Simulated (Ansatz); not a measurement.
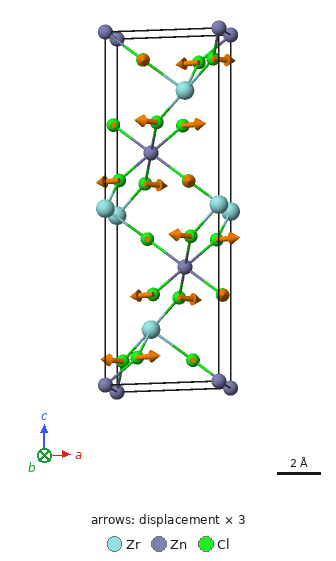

This is a relaxation of crystalline ZrZnCl6 (built on the MgTiF6-148 type type). The starting structure is drawn; orange arrows show the displacements (the part carried along by the change of the cell is left out), magnified 3 times.

The picture is a ball-and-stick view of the conventional cell (3 times the calculation's cell), seen from a free direction. Lengths and directions refer to the drawn axes.

Computed with DFT, PBEsol, plane waves, PAW (Ansatz). (plane-wave cutoff 420 eV; k-point mesh 4 × 4 × 4; occupations fermi dirac; smearing width 0.03 eV; no spin polarisation; cell and atoms relaxed; force threshold 0.01 eV/Å; at most 120 steps)

### Which element moves most?

Chlorine: up to 0.42 Å, against 0.00 Å for zinc.

### What happened in the run?

The largest moves relative to the cell, 0.42 Å, are those of Cl atoms. Zn and Zr stay in place. Cell: a = b 6.536 → 6.168 Å (−5.6 %), c 16.705 → 16.808 Å (+0.6 %). Volume −10.4 %. Among the contacts that change: Cl–Zn 2.346 → 2.446 Å, Cl–Zr 2.474 → 2.462 Å. Among the angles between lasting bonds that change: Zr–Cl–Zn 153.2° → 134.8°. The space group stays R-3 (No. 148). After 5 accepted moves (7 points after the start) the energy has fallen by 55.0 meV per atom. The largest force component goes from 0.7 to 0.0036 eV/Å. Pressure: 1.29 GPa at the start and 0.01 GPa at the end. The line search rejected the trial step at point 3 of the run. The SCF was repeated once at an unchanged geometry on a basis and grid sized afresh for the cell, which shifted the energy by 0.3 meV per atom at most. Cost: 20 s on 4 threads of Arm Neoverse V1, on a shared host, peak memory 0.64 GiB.
